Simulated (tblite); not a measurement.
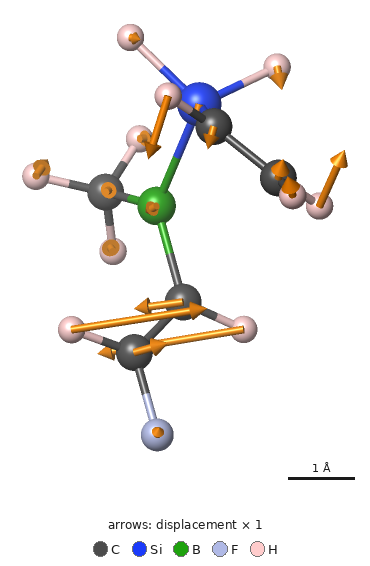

A relaxation of C$_{5}$H$_{10}$BFSi. The starting structure is drawn; orange arrows show the displacements, at their true length. The two geometries are superimposed by the best rigid fit.

Style: ball-and-stick. Shown from a free direction.

All numbers below come from GFN2-xTB geometry optimisation, gas phase (tblite 0.8.0). 

### Which element moves most?

Hydrogen: up to 2.32 Å, against 0.78 Å for carbon.

### Describe the change and its energy.

Over 193 geometry steps the energy falls by 9.61 kcal/mol. An H atom moves most after the best rigid fit: 2.32 Å. By element the largest moves are H 2.32 Å, C 0.78 Å, B 0.29 Å, Si 0.25 Å, F 0.19 Å. Near-neighbour distances that change, for instance: C–Si 1.833 → 1.891 Å, B–Si 1.938 → 1.973 Å, C–H 1.120 → 1.089 Å, B–C 1.576 → 1.546 Å. Bond angles that change, for instance: C–Si–H 112.8° → 105.9°, C–C–Si 119.1° → 125.3°, B–Si–H 106.5° → 112.7°. Groups turn about B–C by about 100°, C–Si by about 45°.
